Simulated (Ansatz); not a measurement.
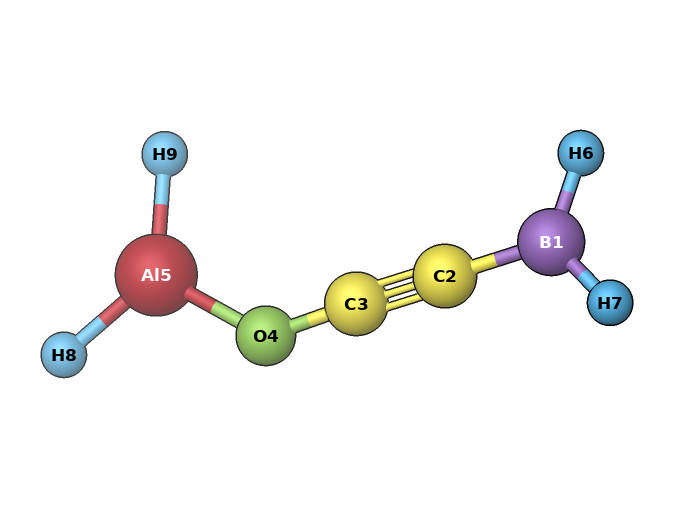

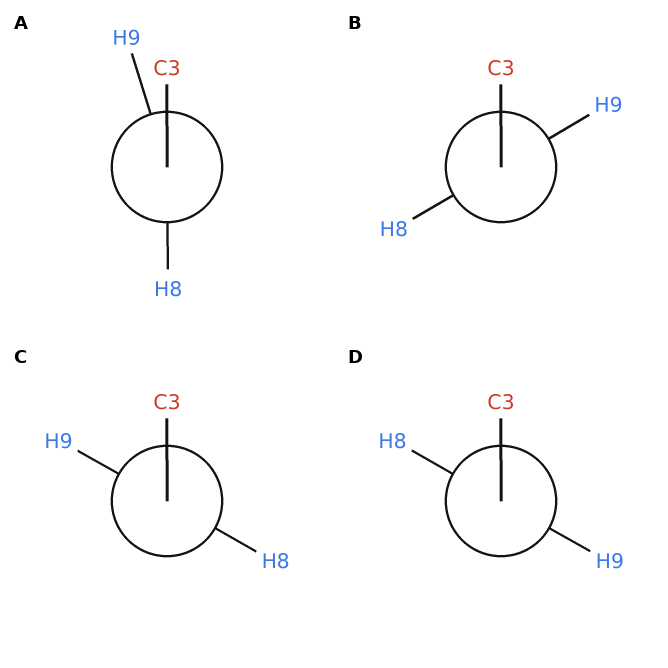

Atoms fade into the background with distance from the viewer. Bonds that would overlap in a projection are set slightly apart. The geometry was computed by an optimisation with PBE-D4/def2-SVP. No frequency run is at hand to confirm it as a minimum.

Which Newman projection shows the view along O4–Al5, with O4 in front?

Answer. A. The torsion angle C3–O4–Al5–H8 is 179°, antiperiplanar (anti).
